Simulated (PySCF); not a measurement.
# singlet ClF2Si+: levels of theory compared

Wanted: a comparison of 6 runs (SVWN5/STO-6G, r2SCAN/STO-6G, RPA@PBE/STO-6G, CCSDTQ/STO-6G, QCISD(T)/STO-6G, CCSD(T)/STO-6G) of singlet ClF2Si+. The job is set up through a Python script.

The calculation is run with PySCF 2.14.0.

## Step 1: The system as given

ClF2Si+ has 4 atoms, charge +1, and is taken as a singlet. As SMILES of the parent species, `F[Si](F)Cl`. The coordinates come from a PBE0-D4/def2-TZVP relaxation. That shape belongs to the parent species and isn't relaxed for this state.

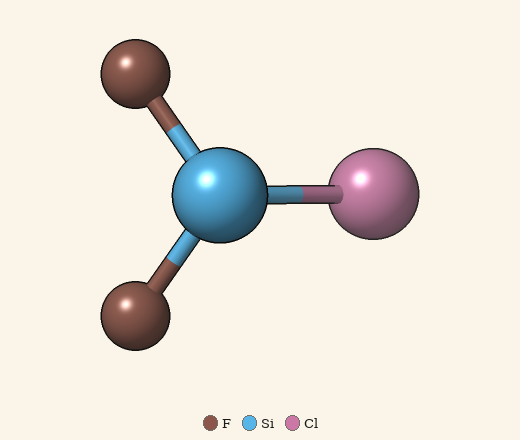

Viewed from a chosen angle; fluorine brown, silicon blue, chlorine pink.

## Step 2: A single-point energy at SVWN5/STO-6G (run 1)

Contents of input.py:

```python
from pyscf import gto, dft

system = gto.M(
    atom='''
F      1.308200     0.129000     0.798000
Si     0.221200    -0.316500    -0.265700
F     -0.871800    -1.157400     0.514900
Cl    -0.657600     1.344900    -1.047300
''',
    verbose=3,
    max_memory=1860,
    charge=1,
    basis='sto-6g',
    spin=0,
)

mf = dft.RKS(system, xc='svwn')
mf.conv_tol = 1e-10
mf.grids.level = 5
mf.kernel()
if not mf.converged:
    mf = mf.newton().run(mf.mo_coeff, mf.mo_occ)

e_final = mf.e_tot
print(f'total energy: {e_final:.8f} hartree')
```

The run is started by

```bash
$ OMP_NUM_THREADS=1 python input.py
```

The log of the run:

```text
converged SCF energy = -941.456075863844
total energy: -941.45607586 hartree
```

Wall time 4.2 s (1 thread of Arm Neoverse V1, shared host); peak memory 0.15 GiB.

## Step 3: The energy at r2SCAN/STO-6G (run 2)

Contents of calc.py:

```python
from pyscf import gto, dft

molecule = gto.M(
    atom='''
F      2.472140     0.243775     1.508001
Si     0.418007    -0.598098    -0.502100
F     -1.647463    -2.187169     0.973020
Cl    -1.242684     2.541493    -1.979110
''',
    verbose=4,
    max_memory=1860,
    charge=1,
    basis='sto-6g',
    unit='bohr',
    spin=0,
)

mf = dft.RKS(molecule, xc='r2scan')
mf.grids.level = 5
mf.conv_tol = 1e-10
mf.kernel()
if not mf.converged:
    mf = mf.newton().run(mf.mo_coeff, mf.mo_occ)

energy = mf.e_tot
print(f'total energy: {energy:.8f} hartree')
```

The run is started by

```bash
$ OMP_NUM_THREADS=1 python calc.py
```

The log of the run:

```text
PySCF version 2.14.0

[... 77 lines left out ...]
converged SCF energy = -945.431035407866
total energy: -945.43103541 hartree
```

It took 7.8 s on 1 thread of Arm Neoverse V1, shared host; peak memory 0.24 GiB.

Runs 3 to 5 aren't shown in full; the table further down has their settings and results.

## Step 4: The energy at CCSD(T)/STO-6G (run 6)

Contents of job.py:

```python
from pyscf import gto, scf, cc

mol = gto.M(
    atom='''
F        1.308200       0.129000       0.798000
Si       0.221200      -0.316500      -0.265700
F       -0.871800      -1.157400       0.514900
Cl      -0.657600       1.344900      -1.047300
''',
    charge=1,
    verbose=4,
    max_memory=1860,
    basis='sto-6g',
)

calc0 = scf.RHF(mol)
calc0.conv_tol = 1e-10
calc0.kernel()
if not calc0.converged:
    calc0 = calc0.newton().run(calc0.mo_coeff, calc0.mo_occ)

mycc = cc.CCSD(calc0, frozen=12)
mycc.kernel()
e_t = mycc.ccsd_t()
e_final = mycc.e_tot + e_t
print('E(%s) = %.9f' % ('CCSD(T)', e_final))
```

The run is started by

```bash
$ OMP_NUM_THREADS=1 python job.py
```

The log of the run:

```text
PySCF version 2.14.0

[... 60 lines left out ...]
converged SCF energy = -943.582337568936
[... 12 lines left out ...]
Init t2, MP2 energy = -943.685112818326  E_corr(MP2) -0.102775249390349
[... 16 lines left out ...]
CCSD converged
[... 2 lines left out ...]
E(CCSD(T)) = -943.715189851
```

Run time: 1.4 s. Hardware: 1 thread of Arm Neoverse V1, shared host; peak memory 0.1 GiB.

## Step 5: All runs side by side

| run | level | frozen core orbitals | integration grid | energy (Eh) | HOMO energy (eV) | LUMO energy (eV) | HOMO–LUMO gap (eV) | wall time |
| --- | --- | --- | --- | --- | --- | --- | --- | --- |
| 1 | SVWN5/STO-6G | – | 5 | -941.456076 | -13.17 | -10.91 | 2.26 | 4.2 s |
| 2 | r2SCAN/STO-6G | – | 5 | -945.431035 | -13.61 | -10.97 | 2.64 | 7.8 s |
| 3 | RPA@PBE/STO-6G | 12 | 5 | -943.783187 | -13.14 | -10.84 | 2.30 | 6.6 s |
| 4 | CCSDTQ/STO-6G | 12 | – | -943.717263 | -18.59 | -6.87 | 11.72 | 72 s |
| 5 | QCISD(T)/STO-6G | 12 | – | -943.718053 | -18.59 | -6.87 | 11.72 | 1.4 s |
| 6 | CCSD(T)/STO-6G | 12 | – | -943.715190 | -18.59 | -6.87 | 11.72 | 1.4 s |

## Step 6: Outcome

| quantity | value |
| --- | --- |
| run 6: total energy | -943.71519 Eh |
| run 6: HOMO energy (Hartree–Fock orbitals) | -18.59 eV |
| run 6: LUMO energy (Hartree–Fock orbitals) | -6.87 eV |
| run 6: HOMO–LUMO gap (Hartree–Fock orbitals) | 11.72 eV |
| run 6: correlation energy (12 core orbitals frozen) | -132.9 mEh |
| run 6: (T) correction | -12.67 mEh |
| run 6: T1 diagnostic | 0.024 |

What this shows: Totals of different functionals can't be ranked against each other. All runs together took 94 s, the longest 72 s.
